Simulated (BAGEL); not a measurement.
# A workflow on SiHCl2OF (SMILES O[Si](F)(Cl)Cl)

Wanted: a single-point energy (HF/cc-pVDZ), then the energy (NEVPT2(2,2)/cc-pVDZ), then a single-point energy (CASPT2(2,2)/cc-pVDZ) of SiHCl2OF. 

The results are computed with BAGEL 1.2.2.

1 further run of the same task is left out (set aside as unsound or not needed).

**1. The structure to begin with**

The species is SiHCl2OF (6 atoms), meant as a singlet with charge 0. As SMILES, `O[Si](F)(Cl)Cl`. The Si2–F3 distance was set to 4.421 Å, away from the relaxed value. At this shape a bond of the SMILES string is far longer than usual.

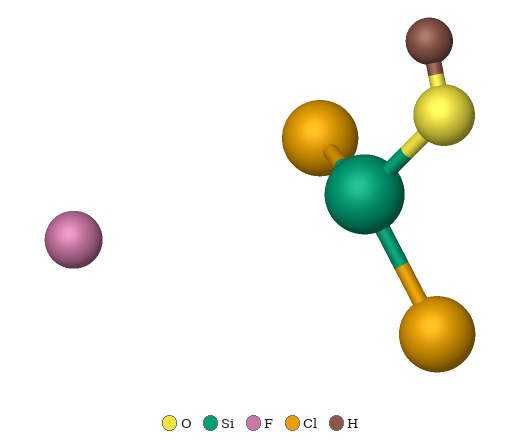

Viewed from a chosen angle; oxygen yellow, silicon teal, fluorine pink, chlorine amber, hydrogen brown.

**2. A single-point energy at HF/cc-pVDZ (density fitting with svp-jkfit) (run 1)**

Input file job.json:

```json
{ "bagel": [

{
  "title": "molecule",
  "basis": "cc-pvdz.json",
  "df_basis": "svp-jkfit",
  "angstrom": false,
  "geometry": [
    { "atom": "O", "xyz": [    -5.59803585,     3.37481653,     1.12865971 ] },
    { "atom": "Si", "xyz": [    -4.22382702,     2.54277012,    -1.46007610 ] },
    { "atom": "F", "xyz": [     2.99181440,    -1.37326397,     0.08390384 ] },
    { "atom": "Cl", "xyz": [    -6.37962658,     0.11201541,    -3.48624045 ] },
    { "atom": "Cl", "xyz": [    -3.47077116,     5.69955761,    -3.43880833 ] },
    { "atom": "H", "xyz": [    -6.43310583,     2.11021181,     2.12265566 ] }
  ]
},

{ "title": "hf" },

{ "title": "print", "file": "orbitals.molden", "orbitals": true }

]}
```

The basis set cc-pVDZ is read from a file made from the Basis Set Exchange's data (not shown).

Launch:

```sh
$ BAGEL_NUM_THREADS=1 BAGEL job.json > job.out
```

Output:

```text
* using 1 threads per process

  ===============================================================
  ===============================================================

  *** Geometry ***

  { "atom" : "O", "xyz" : [     -5.598036,      3.374817,      1.128660 ] },
  { "atom" : "Si", "xyz" : [     -4.223827,      2.542770,     -1.460076 ] },
  { "atom" : "F", "xyz" : [      2.991814,     -1.373264,      0.083904 ] },
  { "atom" : "Cl", "xyz" : [     -6.379627,      0.112015,     -3.486240 ] },
  { "atom" : "Cl", "xyz" : [     -3.470771,      5.699558,     -3.438808 ] },
  { "atom" : "H", "xyz" : [     -6.433106,      2.110212,      2.122656 ] },

  Number of auxiliary basis functions:      556

  Since a DF basis is specified, we compute 2- and 3-index integrals:
    o Being stored without compression. Storage requirement is 0.034 GB

  Number of basis functions:       87
  Number of electrons      :       66

    * METHOD: MOLECULE                             0.31

  *** RHF ***

  === Nuclear Repulsion ===
   322.0123955581

      * DIIS with orbital gradients will be used.

  === RHF iteration (cc-pvdz.json) ===
      0      -1382.34250177          0.01581964           0.12
      1      -1381.48086768          0.02221799           0.12
      2      -1382.58897396          0.00776037           0.11
      3      -1382.65319305          0.00359186           0.11
      4      -1382.67337479          0.00134588           0.11
      5      -1382.67953129          0.00086373           0.11
      6      -1382.68235751          0.00082372           0.12
      7      -1382.68861368          0.00124255           0.11
      8      -1382.68932749          0.00054313           0.11
      9      -1382.69097721          0.00020212           0.12
     10      -1382.69115589          0.00013441           0.11
     11      -1382.69122254          0.00001967           0.11
     12      -1382.69122318          0.00000483           0.12
     13      -1382.69122325          0.00000263           0.11
     14      -1382.69122328          0.00000176           0.12
     15      -1382.69122330          0.00000155           0.11
     16      -1382.69122331          0.00000129           0.11
     17      -1382.69122333          0.00000112           0.11
     18      -1382.69122337          0.00000079           0.11
     19      -1382.69122339          0.00000050           0.11
     20      -1382.69122339          0.00000021           0.12
     21      -1382.69122340          0.00000017           0.11
     22      -1382.69122340          0.00000008           0.11
     23      -1382.69122340          0.00000003           0.11
     24      -1382.69122340          0.00000002           0.11
     25      -1382.69122340          0.00000001           0.11
     26      -1382.69122340          0.00000001           0.11
     27      -1382.69122340          0.00000001           0.11
     28      -1382.69122340          0.00000001           0.11
     29      -1382.69122340          0.00000001           0.11
    * SCF iteration converged.

    * Permanent dipole moment:
           (    4.873661,    -2.009902,     0.639163) a.u.

    * METHOD: HF                                   3.61

    * METHOD: PRINT                                0.02

  ===============================================================
```

It took 4.2 s on 1 thread of Arm Neoverse V1, shared host; peak memory 0.15 GiB.

**3. A single-point energy at NEVPT2(2,2)/cc-pVDZ (density fitting with svp-jkfit) (run 2)**

Input file input.json:

```json
{ "bagel": [

{
  "title": "molecule",
  "basis": "cc-pvdz.json",
  "df_basis": "svp-jkfit",
  "geometry": [
    { "atom": "O", "xyz": [ -5.59803585,  3.37481653,  1.12865971 ] },
    { "atom": "Si", "xyz": [ -4.22382702,  2.54277012, -1.46007610 ] },
    { "atom": "F", "xyz": [  2.99181440, -1.37326397,  0.08390384 ] },
    { "atom": "Cl", "xyz": [ -6.37962658,  0.11201541, -3.48624045 ] },
    { "atom": "Cl", "xyz": [ -3.47077116,  5.69955761, -3.43880833 ] },
    { "atom": "H", "xyz": [ -6.43310583,  2.11021181,  2.12265566 ] }
  ]
},
{ "title": "hf" },
{
  "title": "nevpt2",
  "nstate": 1,
  "nact": 2,
  "nclosed": 32,
  "nspin": 0,
  "active": [33, 34],
  "maxiter": 200,
  "natocc": true,
  "ncore": 17
},
{ "title": "print", "file": "orbitals.molden", "orbitals": true }

]}
```

The basis set cc-pVDZ is read from a file made from the Basis Set Exchange's data (not shown).

Launch:

```sh
$ BAGEL_NUM_THREADS=1 BAGEL input.json > input.out
```

Output:

```text
* using 1 threads per process

  ===============================================================
  ===============================================================

  *** Geometry ***

  { "atom" : "O", "xyz" : [     -5.598036,      3.374817,      1.128660 ] },
  { "atom" : "Si", "xyz" : [     -4.223827,      2.542770,     -1.460076 ] },
  { "atom" : "F", "xyz" : [      2.991814,     -1.373264,      0.083904 ] },
  { "atom" : "Cl", "xyz" : [     -6.379627,      0.112015,     -3.486240 ] },
  { "atom" : "Cl", "xyz" : [     -3.470771,      5.699558,     -3.438808 ] },
  { "atom" : "H", "xyz" : [     -6.433106,      2.110212,      2.122656 ] },

  Number of auxiliary basis functions:      556

  Since a DF basis is specified, we compute 2- and 3-index integrals:
    o Being stored without compression. Storage requirement is 0.034 GB

  Number of basis functions:       87
  Number of electrons      :       66

    * METHOD: MOLECULE                             0.31

  *** RHF ***

  === Nuclear Repulsion ===
   322.0123955581

      * DIIS with orbital gradients will be used.

  === RHF iteration (cc-pvdz.json) ===
      0      -1382.34250177          0.01581964           0.12
      1      -1381.48086768          0.02221799           0.12
      2      -1382.58897396          0.00776037           0.12
      3      -1382.65319305          0.00359186           0.12
      4      -1382.67337479          0.00134588           0.12
      5      -1382.67953129          0.00086373           0.12
      6      -1382.68235751          0.00082372           0.12
      7      -1382.68861368          0.00124255           0.12
      8      -1382.68932749          0.00054313           0.12
      9      -1382.69097721          0.00020212           0.12
     10      -1382.69115589          0.00013441           0.12
     11      -1382.69122254          0.00001967           0.12
     12      -1382.69122318          0.00000483           0.12
     13      -1382.69122325          0.00000263           0.12
     14      -1382.69122328          0.00000176           0.12
     15      -1382.69122330          0.00000155           0.12
     16      -1382.69122331          0.00000129           0.12
     17      -1382.69122333          0.00000112           0.12
     18      -1382.69122337          0.00000079           0.12
     19      -1382.69122339          0.00000050           0.12
     20      -1382.69122339          0.00000021           0.11
     21      -1382.69122340          0.00000017           0.11
     22      -1382.69122340          0.00000008           0.11
     23      -1382.69122340          0.00000003           0.11
     24      -1382.69122340          0.00000002           0.11
     25      -1382.69122340          0.00000001           0.12
     26      -1382.69122340          0.00000001           0.12
     27      -1382.69122340          0.00000001           0.12
     28      -1382.69122340          0.00000001           0.12
     29      -1382.69122340          0.00000001           0.12
    * SCF iteration converged.

    * Permanent dipole moment:
           (    4.873661,    -2.009902,     0.639163) a.u.

    * METHOD: HF                                   3.77

    * freezing 17 orbitals
  ---------------------------
      CASSCF calculation
  ---------------------------

    ==== Active orbitals : =====
         Orbital 33
         Orbital 34
    ============================

    * nstate   :      1
    * nclosed  :     32
    * nact     :      2
    * nvirt    :     53
  === CASSCF iteration (cc-pvdz.json) ===

    * Using the second-order algorithm

      0  0     -1382.79442868     2.42e-02      0.03

      1  0     -1382.86165604     9.57e-04      0.73

      2  0     -1382.86199290     1.56e-04      0.81

      3  0     -1382.86201170     1.62e-04      0.74

      4  0     -1382.86201658     2.54e-05      0.76

      5  0     -1382.86201748     1.72e-05      0.73

      6  0     -1382.86201771     8.25e-06      0.77

      7  0     -1382.86201777     4.50e-06      1.00

      8  0     -1382.86201779     2.48e-06      0.68

      9  0     -1382.86201780     1.38e-06      0.71

     10  0     -1382.86201780     7.80e-07      0.69

     11  0     -1382.86201780     4.42e-07      0.71

     12  0     -1382.86201780     2.50e-07      1.01

     13  0     -1382.86201780     1.42e-07      0.73

     14  0     -1382.86201780     8.04e-08      0.75

     15  0     -1382.86201780     4.57e-08      0.71

     16  0     -1382.86201780     2.60e-08      1.01

     17  0     -1382.86201780     1.47e-08      0.67

     18  0     -1382.86201780     8.38e-09      0.66

    * Second-order optimization converged. *

     guess   0:   closed 1.                   open ..

  === FCI iteration ===

      0  0     -1382.59993393     1.55e-01      0.00
      1  0     -1382.82489794     5.66e-02      0.00
      2  0 *   -1382.86201780     7.28e-16      0.00

     * ci vector, state   0, <S^2> = 0.0000
       2.     0.7249717045
       .2    -0.6887786493

  === DF-NEVPT2 calculation ===

    * 3-index integral transformation done
    * assembly done

      NEVPT2 correlation energy:   -0.6710348162      0.19

          (+0)     -0.5801098133
          (+0)'    -0.0106099390
          (+1)     -0.0240983822
          (+1)'    -0.0000000000
          (+2)     -0.0000060145
          (-1)     -0.0562010025
          (-1)'     0.0000000000
          (-2)     -0.0000096648

      NEVPT2 total energy:       -1383.5330526178

    * METHOD: NEVPT2                              14.51

    * METHOD: PRINT                                0.02

  ===============================================================
```

It took 19 s on 1 thread of Arm Neoverse V1, shared host; peak memory 0.16 GiB.

**4. A single-point energy at CASPT2(2,2)/cc-pVDZ (density fitting with svp-jkfit) (run 3)**

Changes to input.json since step 3:

```diff
@@ -6,2 +6,3 @@
   "df_basis": "svp-jkfit",
+  "angstrom": false,
   "geometry": [
@@ -15,5 +16,7 @@
 },
-{ "title": "hf" },
 {
-  "title": "nevpt2",
+  "title": "hf"
+},
+{
+  "title": "casscf",
   "nstate": 1,
@@ -24,6 +27,19 @@
   "maxiter": 200,
-  "natocc": true,
+  "natocc": true
+},
+{
+  "title": "print",
+  "file": "orbitals.molden",
+  "orbitals": true
+},
+{
+  "title": "smith",
+  "method": "caspt2",
+  "ms": true,
+  "xms": true,
+  "sssr": true,
+  "shift": 0.2,
+  "shift_imag": true,
   "ncore": 17
-},
-{ "title": "print", "file": "orbitals.molden", "orbitals": true }
+}
```

The basis set cc-pVDZ is read from a file made from the Basis Set Exchange's data (not shown).

Launch:

```sh
$ BAGEL_NUM_THREADS=1 BAGEL input.json > input.out
```

Output:

```text
* using 1 threads per process

  ===============================================================
  ===============================================================

  *** Geometry ***

  { "atom" : "O", "xyz" : [     -5.598036,      3.374817,      1.128660 ] },
  { "atom" : "Si", "xyz" : [     -4.223827,      2.542770,     -1.460076 ] },
  { "atom" : "F", "xyz" : [      2.991814,     -1.373264,      0.083904 ] },
  { "atom" : "Cl", "xyz" : [     -6.379627,      0.112015,     -3.486240 ] },
  { "atom" : "Cl", "xyz" : [     -3.470771,      5.699558,     -3.438808 ] },
  { "atom" : "H", "xyz" : [     -6.433106,      2.110212,      2.122656 ] },

  Number of auxiliary basis functions:      556

  Since a DF basis is specified, we compute 2- and 3-index integrals:
    o Being stored without compression. Storage requirement is 0.034 GB

  Number of basis functions:       87
  Number of electrons      :       66

    * METHOD: MOLECULE                             0.31

  *** RHF ***

  === Nuclear Repulsion ===
   322.0123955581

      * DIIS with orbital gradients will be used.

  === RHF iteration (cc-pvdz.json) ===
      0      -1382.34250177          0.01581964           0.12
      1      -1381.48086768          0.02221799           0.11
      2      -1382.58897396          0.00776037           0.11
      3      -1382.65319305          0.00359186           0.11
      4      -1382.67337479          0.00134588           0.11
      5      -1382.67953129          0.00086373           0.11
      6      -1382.68235751          0.00082372           0.11
      7      -1382.68861368          0.00124255           0.11
      8      -1382.68932749          0.00054313           0.11
      9      -1382.69097721          0.00020212           0.12
     10      -1382.69115589          0.00013441           0.12
     11      -1382.69122254          0.00001967           0.11
     12      -1382.69122318          0.00000483           0.11
     13      -1382.69122325          0.00000263           0.11
     14      -1382.69122328          0.00000176           0.11
     15      -1382.69122330          0.00000155           0.11
     16      -1382.69122331          0.00000129           0.11
     17      -1382.69122333          0.00000112           0.11
     18      -1382.69122337          0.00000079           0.11
     19      -1382.69122339          0.00000050           0.11
     20      -1382.69122339          0.00000021           0.11
     21      -1382.69122340          0.00000017           0.11
     22      -1382.69122340          0.00000008           0.11
     23      -1382.69122340          0.00000003           0.11
     24      -1382.69122340          0.00000002           0.11
     25      -1382.69122340          0.00000001           0.11
     26      -1382.69122340          0.00000001           0.12
     27      -1382.69122340          0.00000001           0.12
     28      -1382.69122340          0.00000001           0.12
     29      -1382.69122340          0.00000001           0.12
    * SCF iteration converged.

    * Permanent dipole moment:
           (    4.873661,    -2.009902,     0.639163) a.u.

    * METHOD: HF                                   3.61

  ---------------------------
      CASSCF calculation
  ---------------------------

    ==== Active orbitals : =====
         Orbital 33
         Orbital 34
    ============================

    * nstate   :      1
    * nclosed  :     32
    * nact     :      2
    * nvirt    :     53
  === CASSCF iteration (cc-pvdz.json) ===

    * Using the second-order algorithm

      0  0     -1382.79442868     2.42e-02      0.03

      1  0     -1382.86165604     9.57e-04      0.76

      2  0     -1382.86199290     1.56e-04      0.83

      3  0     -1382.86201170     1.62e-04      0.74

      4  0     -1382.86201658     2.54e-05      0.75

      5  0     -1382.86201748     1.72e-05      0.70

      6  0     -1382.86201771     8.25e-06      0.75

      7  0     -1382.86201777     4.50e-06      0.99

      8  0     -1382.86201779     2.48e-06      0.69

      9  0     -1382.86201780     1.38e-06      0.73

     10  0     -1382.86201780     7.80e-07      0.69

     11  0     -1382.86201780     4.42e-07      0.69

     12  0     -1382.86201780     2.50e-07      1.00

     13  0     -1382.86201780     1.42e-07      0.72

     14  0     -1382.86201780     8.04e-08      0.73

     15  0     -1382.86201780     4.57e-08      0.72

     16  0     -1382.86201780     2.60e-08      1.03

     17  0     -1382.86201780     1.47e-08      0.69

     18  0     -1382.86201780     8.38e-09      0.70

    * Second-order optimization converged. *

     guess   0:   closed 1.                   open ..

  === FCI iteration ===

      0  0     -1382.59993393     1.55e-01      0.00
      1  0     -1382.82489794     5.66e-02      0.00
      2  0 *   -1382.86201780     7.28e-16      0.00

     * ci vector, state   0, <S^2> = 0.0000
       2.     0.7249717045
       .2    -0.6887786493

    * METHOD: CASSCF                              14.20

    * METHOD: PRINT                                0.02

  === SMITH program ===

    * freezing 17 orbitals

    * Approximate memory requirement for SMITH calulation per MPI process:
      o Storage requirement for T-amplitude, lambda, and residual is 0.02 GB
      o Storage requirement for MO integrals is 0.01 GB
    * Calculating and saving rdm4f

    * Zeroth order energy : state  0       -0.4977141066

    * CASPT2 iteration is performed using orthogonal basis

      -------------------------------------------  CASPT2 iteration  ---------------------------------------------------
       #      aibj      arbs      arbi      airj      risj      airs      arst      rist         Etot      error   time
      ------------------------------------------------------------------------------------------------------------------

       0  -0.57788  -0.00001  -0.06138  -0.02658  -0.00001  -0.01049   0.00000   0.00000   -0.6763510  0.0004826   0.10
       1  -0.57790  -0.00001  -0.06143  -0.02659  -0.00001  -0.01053  -0.00000   0.00000   -0.6764643  0.0000430   0.09
       2  -0.57790  -0.00001  -0.06143  -0.02659  -0.00001  -0.01053  -0.00000  -0.00000   -0.6764653  0.0000046   0.09
       3  -0.57790  -0.00001  -0.06143  -0.02659  -0.00001  -0.01053  -0.00000  -0.00000   -0.6764654  0.0000005   0.09

      ------------------------------------------------------------------------------------------------------------------

    * CASPT2 energy : state  0    -1383.5415914918
        w/o shift correction      -1383.5384831563
        reference weight              0.8275499755

    * METHOD: SMITH                                0.68

  ===============================================================
```

Run time: 19 s. Hardware: 1 thread of Arm Neoverse V1, shared host; peak memory 0.2 GiB.

**5. Outcome**

```
                                quantity           value
         run 1, HF/cc-pVDZ: total energy  -1382.69122 Eh
        run 1, HF/cc-pVDZ: dipole moment         13.50 D
          run 1, HF/cc-pVDZ: HOMO energy        -7.71 eV
          run 1, HF/cc-pVDZ: LUMO energy        -3.47 eV
        run 1, HF/cc-pVDZ: HOMO–LUMO gap         4.24 eV
run 2, NEVPT2(2,2)/cc-pVDZ: total energy  -1383.53305 Eh
run 3, CASPT2(2,2)/cc-pVDZ: total energy  -1383.54159 Eh
```

In words: One bond (run 1, HF/cc-pVDZ) is far stretched, which a spin-restricted single reference describes badly; a broken-symmetry solution may lie lower.
